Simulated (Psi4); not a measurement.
# SiH3F (SMILES F[SiH3]): DLPNO-MP2/pcSseg-2 (density fitting, density fitting for correlation, pno convergence normal)

Aim: the energy change on altering one bond length of SiH3F at DLPNO-MP2/pcSseg-2 (density fitting, density fitting for correlation, pno convergence normal), from 2 runs. 

The results are computed with Psi4 1.11.

1 further run of the same task is left out (set aside as unsound or not needed).

**1. Starting point**

SiH3F has 5 atoms, charge 0, and is taken as a singlet. SMILES: `F[SiH3]`. Geometry: relaxed at PBE0-D4/def2-TZVP.

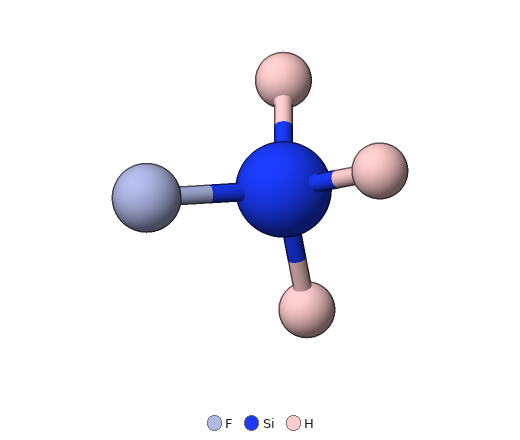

The structure, seen from a chosen angle (fluorine light blue, silicon blue, hydrogen pink).

**2. A single-point energy at DLPNO-MP2/pcSseg-2 (density fitting, density fitting for correlation, pno convergence normal)**

The input, run.py:

```python
import numpy as np
from ase.calculators.psi4 import Psi4
from ase import Atoms

a = Atoms(['F', 'Si', 'H', 'H', 'H'], positions=[
    [-1.274600, 0.162800, 0.858000],
    [0.043300, -0.019300, -0.030700],
    [-0.367800, -0.192600, -1.443700],
    [0.768600, -1.217900, 0.451600],
    [0.880500, 1.193400, 0.123400],
])
calc = Psi4(atoms=a, method='dlpno-mp2', basis='pcSseg-2', memory='1600MB', num_threads=1, charge=0, multiplicity=1, label='fh3si', reference='rhf')
calc.psi4.set_options({'scf_type': 'df', 'freeze_core': True, 'pno_convergence': 'normal'})
a.calc = calc

print(f'energy: {a.get_potential_energy():.6f} eV')
```

Started as:

```console
python run.py
```

fh3si.dat:

```text
[...]
  Running in c1 symmetry.
[...]
  Nuclear repulsion =   63.042807224251995
[...]
  Multiplicity = 1
[...]
  Nalpha       = 13
  Nbeta        = 13
[...]
    Number of basis functions: 121
[...]
   @DF-RHF iter   1:  -390.18481859716906   -6.53192e-01   2.82431e-03 ADIIS/DIIS
[...]
    Orbital Energies [Eh]
    ---------------------
    Doubly Occupied:
       1A    -68.817630     2A    -26.279368     3A     -6.160687
       4A     -4.268553     5A     -4.267636     6A     -4.267636
       7A     -1.585155     8A     -0.775184     9A     -0.668760
      10A     -0.668760    11A     -0.640253    12A     -0.491818
      13A     -0.491799
[...]
  @DF-RHF Final Energy:  -390.23225067635030
   => Energetics <=
    Nuclear Repulsion Energy =             63.0428072242519946
    One-Electron Energy =                -667.7836351817786635
    Two-Electron Energy =                 214.5085772811763434
    Total Energy =                       -390.2322506763503043
[...]
 Multipole Moments:
 ------------------------------------------------------------------------------------
     Multipole            Electronic (a.u.)      Nuclear  (a.u.)        Total (a.u.)
 ------------------------------------------------------------------------------------
 L = 1.  Multiply by 2.5417464519 to convert [e a0] to [Debye]
 Dipole X            :         -2.7282176            3.2256518            0.4974341
 Dipole Y            :          0.3771296           -0.4457978           -0.0686681
 Dipole Z            :          1.8399919           -2.1753133           -0.3353214
 Magnitude           :                                                    0.6038183
[...]
  @LMP2 iter   4:  -0.381668646846 -2.824e-07  7.812e-07
[...]
```

The script printed:

```text
energy: -10629.146992 eV
```

Wall time 3.6 s (1 thread of Intel Xeon Platinum 8375C at 2.90GHz (Ice Lake), shared host); peak memory 0.24 GiB.

**3. The distorted shape at the same level**

The input, input.inp:

```
memory 1600 mb

molecule molecule1 {
  F     -1.609473    -0.322270     0.796361
  Si    -0.291573    -0.504370    -0.092339
  H     -0.702673    -0.677670    -1.505339
  H      0.433727    -1.702970     0.389961
  H      0.880500     1.193400     0.123400
  symmetry c1
}

set {
  reference       rhf
  scf_type        df
  freeze_core     true
  pno_convergence normal
}

e_tot, wfn = energy("dlpno-mp2/pcSseg-2", return_wfn=True)
print_variables()
```

Started as:

```console
psi4 input.inp input.out -n 1
```

input.out:

```text
[...]
  Running in c1 symmetry.
[...]
  Nuclear repulsion =   61.225761218614664
[...]
  Multiplicity = 1
[...]
  Nalpha       = 13
  Nbeta        = 13
[...]
    Number of basis functions: 121
[...]
   @DF-RHF iter   1:  -390.11939476023321   -7.49991e-01   2.82188e-03 ADIIS/DIIS
[...]
    Orbital Energies [Eh]
    ---------------------
    Doubly Occupied:
       1A    -68.862211     2A    -26.295127     3A     -6.198903
       4A     -4.306969     5A     -4.306001     6A     -4.305812
       7A     -1.599355     8A     -0.779918     9A     -0.682820
      10A     -0.679149    11A     -0.636414    12A     -0.506786
      13A     -0.412194
[...]
  @DF-RHF Final Energy:  -390.16762315528797
   => Energetics <=
    Nuclear Repulsion Energy =             61.2257612186146645
    One-Electron Energy =                -663.6434503122152364
    Two-Electron Energy =                 212.2500659383125878
    Total Energy =                       -390.1676231552879699
[...]
 Multipole Moments:
 ------------------------------------------------------------------------------------
     Multipole            Electronic (a.u.)      Nuclear  (a.u.)        Total (a.u.)
 ------------------------------------------------------------------------------------
 L = 1.  Multiply by 2.5417464519 to convert [e a0] to [Debye]
 Dipole X            :         -3.2818467            3.5268217            0.2449750
 Dipole Y            :         -0.4407061           -0.0095474           -0.4502535
 Dipole Z            :          1.7294804           -2.1198779           -0.3903975
 Magnitude           :                                                    0.6443222
[...]
  @LMP2 iter   4:  -0.383886520313 -3.262e-07  9.502e-07
[...]
```

Wall time 3.3 s (1 thread of Intel Xeon Platinum 8375C at 2.90GHz (Ice Lake), shared host); peak memory 0.23 GiB.

**4. Results**

Level: DLPNO-MP2/pcSseg-2 (density fitting, density fitting for correlation, pno convergence normal), 6 core orbitals frozen.

```
                                                          quantity          value
                                         first shape: total energy  -390.61395 Eh
                  first shape: HOMO energy (Hartree–Fock orbitals)      -13.38 eV
                  first shape: LUMO energy (Hartree–Fock orbitals)        2.50 eV
                first shape: HOMO–LUMO gap (Hartree–Fock orbitals)       15.88 eV
          first shape: correlation energy (6 core orbitals frozen)     -381.7 mEh
                                     distorted shape: total energy  -390.55154 Eh
              distorted shape: HOMO energy (Hartree–Fock orbitals)      -11.22 eV
              distorted shape: LUMO energy (Hartree–Fock orbitals)        2.06 eV
            distorted shape: HOMO–LUMO gap (Hartree–Fock orbitals)       13.28 eV
      distorted shape: correlation energy (6 core orbitals frozen)     -383.9 mEh
energy change with the Si2–H5 bond stretched from 1.482 to 2.074 Å       1.698 eV
```

**Reading.** With the Si2–H5 bond stretched from 1.482 to 2.074 Å the energy rises by 1.70 eV (164 kJ/mol). The first shape isn't relaxed at this level, so the change isn't measured from a minimum.
